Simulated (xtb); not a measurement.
**C2H8BOSi (charge −1): frequency calculation (part 1 of 2)**

- system: C2H8BOSi, charge −1
- method: GFN2-xTB (xtb 6.7.1 later snapshot)

The geometry was optimised with GFN2-xTB.

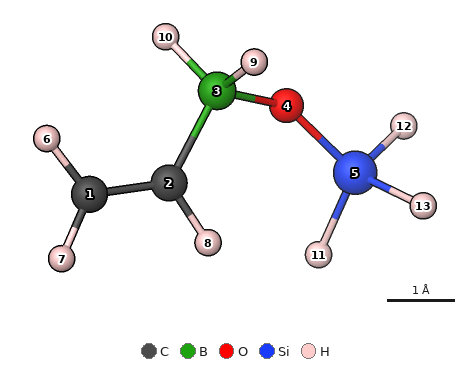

Figure 1. The input geometry (ball-and-stick view, seen at a tilt; atoms are numbered from 1 in the order of the input). Bond lengths as drawn: B–C 1.61 Å, B–H 1.21 to 1.22 Å, B–O 1.50 Å, C–C 1.32 Å, C–H 1.08 to 1.09 Å, H–Si 1.48 to 1.49 Å and O–Si 1.55 Å.

### Input (geom.xyz)
```
13

C     -1.658971     1.657630     0.882250
C     -0.822190     0.686094     0.552622
B      0.721410     0.822231     0.105786
O      1.136505    -0.373830    -0.705604
Si     0.917126    -1.898231    -0.917469
H     -1.354747     2.695490     0.848454
H     -2.685472     1.495324     1.208907
H     -1.207570    -0.333887     0.612557
H      1.423938     0.854378     1.103136
H      0.912993     1.799418    -0.585668
H     -0.421131    -2.307298    -1.422896
H      1.898682    -2.321704    -1.945824
H      1.139405    -2.775625     0.263728
```

### File input.inp
```
$hess
   step=0.1
$end
```

Launch command:
```bash
xtb -c -1 --hess -I input.inp --gfn2 -- geom.xyz > xtb.out 2> xtb.err
```

### Log
```
* xtb version 6.7.1
   ID    Z sym.   atoms
    1    6 C      1, 2
    2    5 B      3
    3    8 O      4
    4   14 Si     5
    5    1 H      6-13

           -------------------------------------------------
          |                Calculation Setup                |
           -------------------------------------------------

          program call               : xtb -c -1 --hess -I input.inp --gfn2 -- geom.xyz
          coordinate file            : geom.xyz
          omp threads                :                     1

           -------------------------------------------------
          |                 G F N 2 - x T B                 |
           -------------------------------------------------

      * Hamiltonian:
        H0-scaling (s, p, d)           1.850000    2.230000    2.230000
        zeta-weighting                 0.500000
      * Dispersion:
        s8                             2.700000
        a1                             0.520000
        a2                             5.000000
        s9                             5.000000
      * Repulsion:
        kExp                           1.500000    1.000000
        rExp                           1.000000
      * Coulomb:
        alpha                          2.000000
        third order                    shell-resolved
        anisotropic                    true
        a3                             3.000000
        a5                             4.000000
        cn-shift                       1.200000
        cn-exp                         4.000000
        max-rad                        5.000000

          ...................................................
          :                      SETUP                      :
          :.................................................:
          :  # basis functions                  34          :
          :  # atomic orbitals                  33          :
          :  # shells                           19          :
          :  # electrons                        30          :
          :  max. iterations                   250          :
          :  Hamiltonian                  GFN2-xTB          :
          :  restarted?                      false          :
          :  GBSA solvation                  false          :
          :  PC potential                    false          :
          :  electronic temp.          300.0000000     K    :
          :  accuracy                    1.0000000          :
          :  -> integral cutoff          0.2500000E+02      :
          :  -> integral neglect         0.1000000E-07      :
          :  -> SCF convergence          0.1000000E-05 Eh   :
          :  -> wf. convergence          0.1000000E-03 e    :
          :  Broyden damping             0.4000000          :
          :  net charge                         -1          :
          :  unpaired electrons                  0          :
          ...................................................

 iter      E             dE          RMSdq      gap      omega  full diag
   1    -15.5614072 -0.155614E+02  0.813E+00    4.87       0.0  T
   2    -15.8155990 -0.254192E+00  0.491E+00    5.18       1.0  T
   3    -15.8225967 -0.699770E-02  0.227E+00    4.46       1.0  T
   4    -15.8245249 -0.192816E-02  0.112E+00    4.70       1.0  T
   5    -15.8321406 -0.761566E-02  0.373E-01    4.57       1.0  T
   6    -15.8320613  0.792680E-04  0.203E-01    4.56       1.0  T
   7    -15.8323410 -0.279742E-03  0.981E-02    4.59       1.0  T
   8    -15.8323648 -0.238147E-04  0.349E-02    4.59       1.0  T
   9    -15.8323657 -0.808302E-06  0.199E-02    4.59       1.4  T
  10    -15.8323677 -0.208745E-05  0.594E-03    4.59       4.7  T
  11    -15.8323680 -0.278469E-06  0.127E-03    4.59      21.8  T
  12    -15.8323680 -0.290116E-08  0.276E-04    4.59     100.6  T
  13    -15.8323680 -0.342206E-09  0.780E-05    4.59     355.6  T

   *** convergence criteria satisfied after 13 iterations ***

         #    Occupation            Energy/Eh            Energy/eV
      -------------------------------------------------------------
         1        2.0000           -0.5557010             -15.1214
       ...           ...                  ...                  ...
         9        2.0000           -0.2680292              -7.2934
        10        2.0000           -0.2575627              -7.0086
        11        2.0000           -0.2459288              -6.6921
        12        2.0000           -0.2403447              -6.5401
        13        2.0000           -0.2250294              -6.1234
        14        2.0000           -0.1868700              -5.0850
        15        2.0000           -0.1847498              -5.0273 (HOMO)
        16                         -0.0160376              -0.4364 (LUMO)
        17                          0.0212437               0.5781
        18                          0.0276776               0.7531
        19                          0.0363655               0.9896
        20                          0.1787863               4.8650
       ...                                ...                  ...
        33                          1.1177872              30.4165
      -------------------------------------------------------------
                  HL-Gap            0.1687122 Eh            4.5909 eV
             Fermi-level           -0.1003937 Eh           -2.7319 eV

 SCC (total)                   0 d,  0 h,  0 min,  0.006 sec
 SCC setup                      ...        0 min,  0.000 sec (  1.383%)
 Dispersion                     ...        0 min,  0.000 sec (  0.883%)
 classical contributions        ...        0 min,  0.000 sec (  0.170%)
 integral evaluation            ...        0 min,  0.001 sec ( 11.416%)
 iterations                     ...        0 min,  0.004 sec ( 60.127%)
 molecular gradient             ...        0 min,  0.002 sec ( 24.836%)
 printout                       ...        0 min,  0.000 sec (  0.980%)

         :::::::::::::::::::::::::::::::::::::::::::::::::::::
         ::                     SUMMARY                     ::
         :::::::::::::::::::::::::::::::::::::::::::::::::::::
         :: total energy             -15.653277654645 Eh    ::
         :: gradient norm              0.000048701070 Eh/a0 ::
         :: HOMO-LUMO gap              4.590891924273 eV    ::
         ::.................................................::
         :: SCC energy               -15.832362398358 Eh    ::
         :: -> isotropic ES            0.162038023770 Eh    ::
         :: -> anisotropic ES          0.018157142666 Eh    ::
         :: -> anisotropic XC          0.006545455867 Eh    ::
         :: -> dispersion             -0.010032064314 Eh    ::
         :: repulsion energy           0.179084743713 Eh    ::
         :: add. restraining           0.000000000000 Eh    ::
         :: total charge              -1.000000000000 e     ::
         :::::::::::::::::::::::::::::::::::::::::::::::::::::

           -------------------------------------------------
          |                Numerical Hessian                |
           -------------------------------------------------
step length          :   0.10000
SCC accuracy         :   0.30000
Hessian scale factor :   1.00000
frozen atoms in %    :   0.00000    0
RMS gradient         :   0.00005
estimated CPU  time      0.01 min

writing file <hessian>, containing the non-mass-weighted Hessian matrix in atomic units (Eₕ/Bohr²).

 projected vibrational frequencies (cm⁻¹)
eigval :       -0.00    -0.00    -0.00    -0.00    -0.00     0.00
eigval :      -50.17    47.42    96.81   105.67   256.09   360.59
eigval :      451.75   611.99   624.58   668.77   815.12   819.67
eigval :      845.10   857.10   864.53   882.34   969.41  1031.15
eigval :     1058.09  1082.79  1206.42  1234.63  1284.86  1440.81
eigval :     1673.84  1982.92  2013.03  2079.82  2159.82  2256.79
eigval :     2935.41  2963.32  3060.61
           -------------------------------------------------
          |                Property Printout                |
           -------------------------------------------------

    * Orbital Energies and Occupations

         #    Occupation            Energy/Eh            Energy/eV
      -------------------------------------------------------------
         1        2.0000           -0.5557011             -15.1214
       ...           ...                  ...                  ...
         3        2.0000           -0.4183747             -11.3846
         4        2.0000           -0.3640611              -9.9066
         5        2.0000           -0.3279157              -8.9230
         6        2.0000           -0.3187853              -8.6746
         7        2.0000           -0.2889927              -7.8639
         8        2.0000           -0.2872834              -7.8174
         9        2.0000           -0.2680292              -7.2934
        10        2.0000           -0.2575629              -7.0086
        11        2.0000           -0.2459290              -6.6921
        12        2.0000           -0.2403449              -6.5401
        13        2.0000           -0.2250294              -6.1234
        14        2.0000           -0.1868702              -5.0850
        15        2.0000           -0.1847500              -5.0273 (HOMO)
        16                         -0.0160375              -0.4364 (LUMO)
        17                          0.0212435               0.5781
        18                          0.0276775               0.7531
        19                          0.0363654               0.9896
        20                          0.1787862               4.8650
        21                          0.1827285               4.9723
        22                          0.3043765               8.2825
        23                          0.3186848               8.6719
        24                          0.3454344               9.3997
        25                          0.4051712              11.0253
        26                          0.4865214              13.2389
       ...                                ...                  ...
        33                          1.1177873              30.4165
      -------------------------------------------------------------
                  HL-Gap            0.1687125 Eh            4.5909 eV
             Fermi-level           -0.1003938 Eh           -2.7319 eV

     #   Z          covCN         q      C6AA      α(0)
     1   6          2.831    -0.109    30.733     9.084
     2   6          2.799    -0.111    30.797     9.091
     3   5          3.516     0.264    17.488     6.937
     4   8          1.544    -0.435    21.619     6.273
     5  14          3.518     0.466   100.801    19.392
     6   1          0.925    -0.023     3.488     2.921
     7   1          0.925    -0.041     3.882     3.081
     8   1          0.924    -0.030     3.630     2.980
     9   1          0.915    -0.219    12.378     5.503
    10   1          0.920    -0.212    11.803     5.373
    11   1          0.911    -0.179     9.369     4.788
    12   1          0.912    -0.194    10.371     5.037
    13   1          0.911    -0.176     9.196     4.744

 Mol. C6AA /au·bohr⁶  :       2672.392601
 Mol. C8AA /au·bohr⁸  :      71083.735422
 Mol. α(0) /au        :         85.202833

Wiberg/Mayer (AO) data.
largest (>0.10) Wiberg bond orders for each atom

 ---------------------------------------------------------------------------
     #   Z sym  total        # sym  WBO       # sym  WBO       # sym  WBO
```
